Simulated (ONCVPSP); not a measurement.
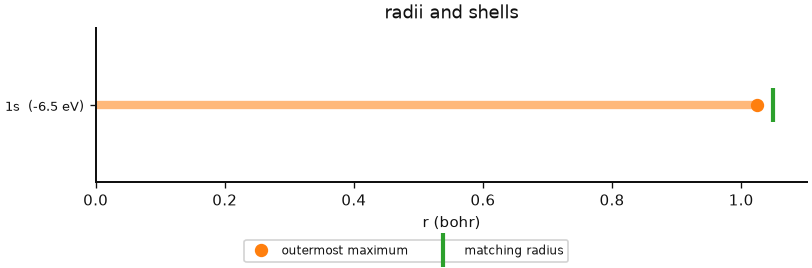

Outer shells of the all-electron reference atom: each bar runs from the outermost node (or the nucleus) to the outermost maximum of u(r); the tick is the radius chosen for the pseudo-wave. Shells without a tick have no pseudo-wave of their own. Levels, nodes and maxima are from ld1.x, scalar-relativistic.

- Radii against the shells: 1s: 1.05 bohr, outside the maximum.

**Run report: H, pseudopotential generation**

System: hydrogen (H, Z = 1), core none, reference valence 1s1, valence charge 1.
Method: ONCV potential, PW91, scalar-relativistic, made with ONCVPSP 4.0.1.

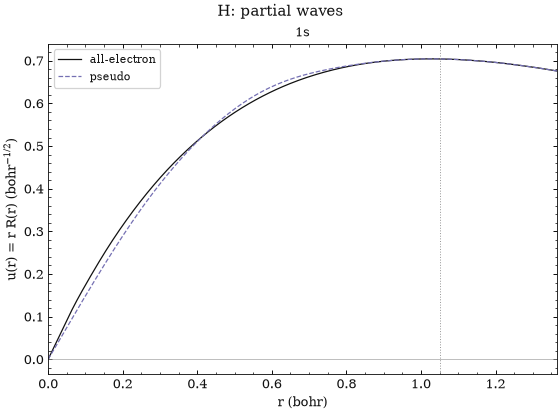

All-electron valence functions (solid) with their pseudo partners (dashed). Dotted lines mark the matching radii. Pseudo-waves: 1s has no node.

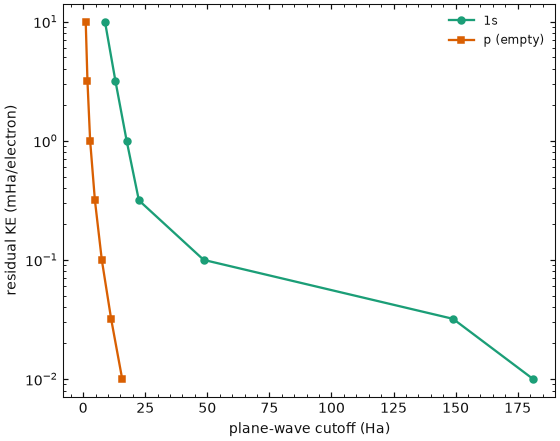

Residual kinetic energy of the pseudo-waves (the first of each channel, and further valence shells) beyond the plane-wave cutoff, as the generator prints it.

- Cutoffs for the occupied states: 18 Ha for 1 mHa and 49 Ha for 0.1 mHa per electron. The first is set by 1s.
- Hardest wave at 1 mHa per electron: 1s, with rc = 1.05 bohr and qcut = 6.6 1/bohr. The optimisation minimises, but can't always remove, the kinetic energy above qcut²/2 = 21.8 Ha, and a larger rc would as a rule soften the wave at some cost in transferability.
- Cutoffs for 1 mHa per electron: 1s: 18 Ha; p (empty): 2.8 Ha.

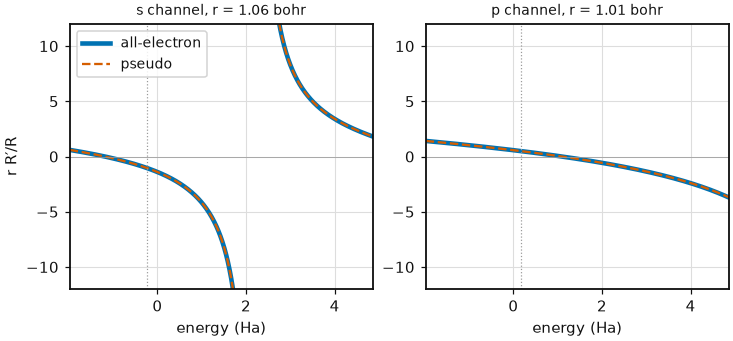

Logarithmic derivatives r R′/R at the test radius against energy, all-electron atom (solid) and pseudo-atom (dashed). Here R(r) is the radial function. The dotted line marks the reference energy of the channel. Not drawn: d: not judged; f: not judged.

- Poles, where the radial function vanishes at the test radius: s: all-electron at 2.2 Ha, pseudo at 2.2 Ha; p: all-electron at no energy in the range, pseudo at no energy in the range.
- Ghost states: the plot shows none: pseudo and all-electron curves have the same branches in all channels drawn. The separate test gives: no bound ghost flagged; no localised positive-energy state flagged.
- Zeros of the logarithmic derivative: s: all-electron -1.2 Ha, pseudo -1.2 Ha; p: all-electron 1.1 Ha, pseudo 1.1 Ha.

Input and output of the run follow.

### Input file
```
# ATOM AND REFERENCE CONFIGURATION
# atsym  z   nc   nv     iexc    psfile
  H 1.00    0    1  -109134      upf
#
#   n    l    f
    1    0    1.00
#
# PSEUDOPOTENTIAL AND OPTIMIZATION
# lmax
    1
#
#   l,   rc,      ep,       ncon, nbas, qcut
    0    1.05    0.00    5    9    6.60
    1    1.00    0.18    4    7    7.00
#
# LOCAL POTENTIAL
# lloc, lpopt,  rc(5),   dvloc0
    1    5    1.00    0.00
#
# VANDERBILT-KLEINMAN-BYLANDER PROJECTORs
# l, nproj, debl
    0    2    2.00
    1    0    2.40
#
# MODEL CORE CHARGE
# icmod, fcfact, rcfact
    0    0.00    0.00
#
# LOG DERIVATIVE ANALYSIS
# epsh1, epsh2, depsh
   -2.00    5.00    0.02
#
# OUTPUT GRID
# rlmax, drl
    6.00    0.01
#
# TEST CONFIGURATIONS
# ncnf
    1
# nvcnf
#   n    l    f
    1
    1    0    0.50
#
```

Command:
```bash
oncvpsp.x < H.dat > H.out
```

### Output (extracts)
```
ONCVPSP  (Optimized Norm-Conservinng Vanderbilt PSeudopotential)
scalar-relativistic version 4.0.1

#   n    l    f        energy (Ha)
    1    0    1.00    -2.4053592E-01

Reference configufation results
  iterations    21
  all-electron total energy (Ha)   -4.60296608D-01

Begin loop to  construct optimized pseudo wave functions
and semi-local pseudopoentials for all angular momenta

   Wellstate for l =  0  n =  3
     eigenvalue =   1.7595
     asymptotic potential =   2.2595
     half-point radius =  3.5742

Calculating optimized projector #   1

 for l=   0

    Fraction of norm inside rc  0.320425
    Optimizing pswf for qcut=   6.61 a_B^-1,  ecut=  21.84 Ha
    Residual kinetic energy error=  3.42D-04 Ha

    Energy error per electron        Cutoff
         Ha          eV             Ha
         0.01000     0.27211        8.78
         0.00100     0.02721       17.51
         0.00010     0.00272       48.53
         0.00001     0.00027      181.21

Calculating optimized projector #   2

 for l=   0

    Fraction of norm inside rc  0.093610
    Optimizing pswf for qcut=   6.61 a_B^-1,  ecut=  21.84 Ha
    Residual kinetic energy error=  4.57D-04 Ha

    Energy error per electron        Cutoff
         Ha          eV             Ha
         0.01000     0.27211        9.82
         0.00100     0.02721       18.72
         0.00010     0.00272       27.82
         0.00001     0.00027       66.79

   Wellstate for l =  1  n =  2
     eigenvalue =   0.1800
     asymptotic potential =   0.6800
     half-point radius =  6.1677

Calculating optimized projector #   1

 for l=   1

    Fraction of norm inside rc  0.008607
    Optimizing pswf for qcut=   7.02 a_B^-1,  ecut=  24.62 Ha
    Residual kinetic energy error=  1.26D-06 Ha

    Energy error per electron        Cutoff
         Ha          eV             Ha
         0.01000     0.27211        1.02
         0.00100     0.02721        2.80
         0.00010     0.00272        7.50
         0.00001     0.00027       15.72

Construct Vanderbilt / Kleinmman-Bylander projectors

B matrix Hermiticity error, ll=   0
   1   2   -3.4162E-05

  Orthonormal projector coefficients -3.3216E+00 -1.0001E+00

Pseudoatom total energy   -0.460020

Diagnostic tests using Vanderbilt-Kleinman-Bylander pseudopotentials
  1 or more projectors used as specified by nproj input data

   l    rcore       rmatch      e in        delta e   norm test  slope test

   0   1.0519859   1.0839265  -0.2405359  -0.0000024   1.0000096   1.0000404
   0   1.0519859   1.0839265   1.7594641  -0.0000017   1.0000724   1.0000724

   1   1.0028271   1.0332751   0.1800000   0.0000027   1.0000002   1.0000002

 Testing for bound ghosts
   n   l    E NL Schr. Eq   E Basis Diag.   E Cutoff

   1   0       -0.240538       -0.167312    313.56

 Testing for highly-localized positive-energy ghosts
       l    <radius>/rc     E Basis Diag.   E Cutoff

Test configuration 0

   n   l     f        eae           eps        diff
   1   0  1.0000   -0.24053592   -0.24053830   -2.38D-06

    Total energies and differences
      AE_ref= -4.60296608D-01  AE_tst= -4.60296608D-01  dif=  0.00D+00
      PS_ref= -4.60020446D-01  PS_tst= -4.60020446D-01  dif=  5.55D-17
      PSP excitation error= -5.55D-17

Test configuration 1

   n   l     f        eae           eps        diff
   1   0  0.5000   -0.46788006   -0.46766394    2.16D-04

    Total energies and differences
      AE_ref= -4.60296608D-01  AE_tst= -2.84326696D-01  dif=  1.76D-01
      PS_ref= -4.60020446D-01  PS_tst= -2.84091046D-01  dif=  1.76D-01
      PSP excitation error=  4.05D-05
```

### Key numbers

- outcome: generated
- cutoffs needed: 18 Ha and 49 Ha (the cutoffs at which the residual kinetic energy of the hardest occupied pseudo-wave falls to 1 and 0.1 mHa per electron)
- ghost test: no bound ghost flagged; no localised positive-energy state flagged
- range over which the phases arctan(r R′/R) at the test radius agree within 0.05 rad (a looser test near the poles than one of phase shifts): s: over the whole range computed; p: over the whole range computed; d: not judged, local potential alone; f: not judged, local potential alone
- hardware: 1 CPU thread, shared host
- wall time: 2.1 s
